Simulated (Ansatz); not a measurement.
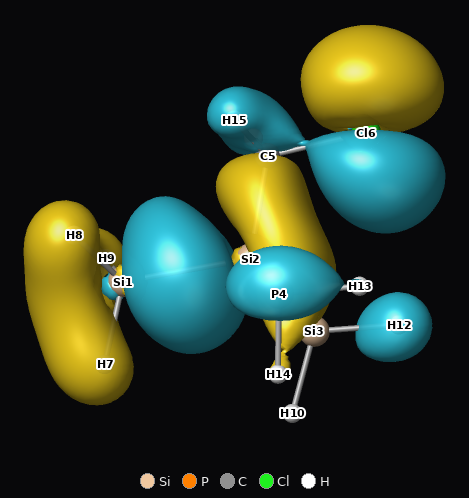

CH₁₀ClPSi₃. The HOMO−1 at ±0.06 Å⁻³ᐟ² (yellow and cyan are the two phases), seen at a tilt.

Not at a stationary point (largest force 1.2 eV/Å).

These are results of SCF B97M-V, Gaussian basis in Ansatz, not measurements.

```yaml
atoms:
  - { symbol: Si, position_ang: [-1.1499, -1.0514, -1.5914] }
  - { symbol: Si, position_ang: [-0.0089, -0.2252, 0.2303] }
  - { symbol: Si, position_ang: [1.0825, 1.6107, -0.5976] }
  - { symbol: P, position_ang: [1.3995, -1.7622, 1.0280] }
  - { symbol: C, position_ang: [-1.2596, 0.2666, 1.4778] }
  - { symbol: Cl, position_ang: [-0.4755, 0.9782, 2.9076] }
  - { symbol: H, position_ang: [-0.2027, -1.4483, -2.6646] }
  - { symbol: H, position_ang: [-1.9575, -2.2303, -1.1846] }
  - { symbol: H, position_ang: [-2.0734, -0.0095, -2.1087] }
  - { symbol: H, position_ang: [1.9738, 1.2067, -1.7157] }
  - { symbol: H, position_ang: [0.0955, 2.5994, -1.1028] }
  - { symbol: H, position_ang: [1.9139, 2.2488, 0.4547] }
  - { symbol: H, position_ang: [2.0942, -0.9273, 1.9362] }
  - { symbol: H, position_ang: [2.3770, -1.6825, 0.0075] }
  - { symbol: H, position_ang: [-1.8473, -0.5867, 1.8294] }
  - { symbol: H, position_ang: [-1.9615, 1.0131, 1.0940] }
```

Question: What is the character of this orbital?

Answer: Its weight (Hirshfeld) is mainly on Cl6 (about 40 %), Si1 (about 15 %), Si2 (about 15 %) and C5 (about 10 %). Its energy is −7.13 eV.
